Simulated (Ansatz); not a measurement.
# VN$_{2}$: what the fields show

```yaml
crystal:
  lattice:
    - [4.30150, 0.00000, 0.00000]
    - [0.00000, 4.30150, 0.00000]
    - [0.00000, 0.00000, 4.98270]
  atoms:
    - { symbol: V, position: [0.00000, 0.00000, 0.25000] }
    - { symbol: V, position: [0.50000, 0.50000, 0.75000] }
    - { symbol: V, position: [0.00000, 0.00000, 0.75000] }
    - { symbol: V, position: [0.50000, 0.50000, 0.25000] }
    - { symbol: N, position: [0.61510, 0.11510, 0.00000] }
    - { symbol: N, position: [0.11510, 0.61510, 0.50000] }
    - { symbol: N, position: [0.38490, 0.11510, 0.50000] }
    - { symbol: N, position: [0.88490, 0.61510, 0.00000] }
    - { symbol: N, position: [0.38490, 0.88490, 0.00000] }
    - { symbol: N, position: [0.88490, 0.38490, 0.50000] }
    - { symbol: N, position: [0.11510, 0.38490, 0.00000] }
    - { symbol: N, position: [0.61510, 0.88490, 0.50000] }
```

Space group I4/mcm; not relaxed (largest force 0.5 eV/Å); computed pressure about −9 GPa in this cell; Hubbard U of 3.25 eV on V d only; the program warned that a starting moment wasn't kept; spin-polarised.

Method: DFT, PBEsol+U, PAW, plane waves, scalar-relativistic in Ansatz.

The density is the valence pseudo-density of a PAW calculation; it isn't the true density close to the nuclei.

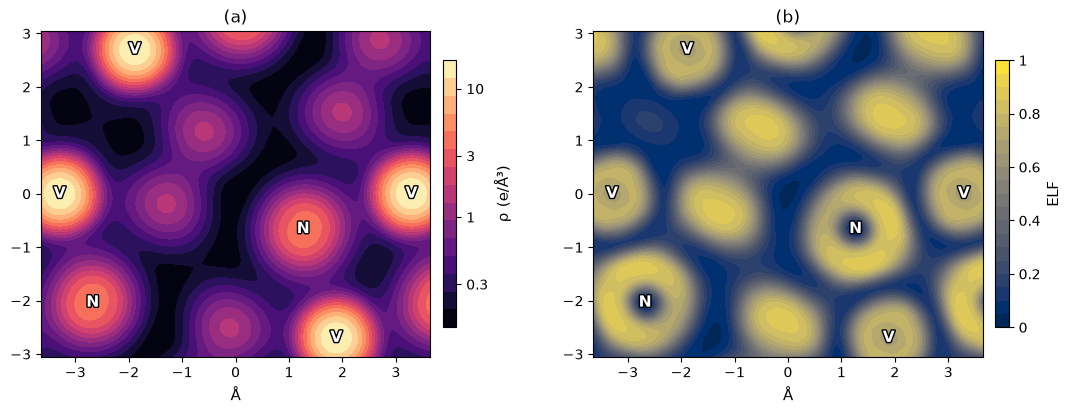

Figure 1. (a) valence electron density; (b) ELF on the (111) plane of the conventional cell.

**Interpret the plot.**

The section cuts through V and N sites. Atoms just off the plane (N, 0.6 Å away) can leave unmarked features too. V–N (2.13 Å): ρ is about 0.53 e/Å³ halfway; the ELF peaks at about 0.90 in the valence shell of N, 0.7 Å from its nucleus, and is about 0.30 at the midpoint (no shared electron pair shows on this line). Between the atoms the lowest density in this plane is 0.14 e/Å³. The features right at V lie inside the PAW spheres, where the map follows smoothed inner orbitals and isn't to be read closely.

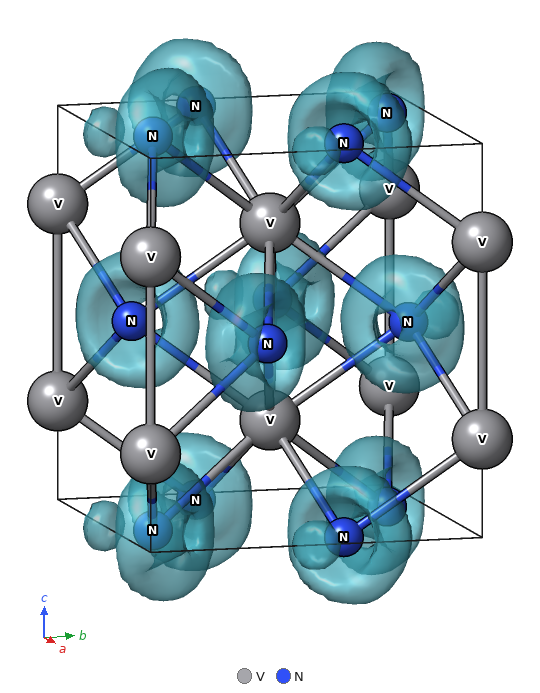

Figure 2. Isosurface of the ELF at 0.75 (cyan), seen slightly off an axis. Core shells and regions of very low density are left out. Sticks mark near contacts.

**Describe the localisation domains.**

At this value the surface marks out four regions between bonded N–N atoms (shared pairs) and eight regions wrapped around N (the valence shell of each), counted in one cell of 12 atoms. Any copies at cell faces, edges or corners count once. Profiles from the grid: N–N (1.40 Å): the ELF peaks at about 0.85 between the atoms.
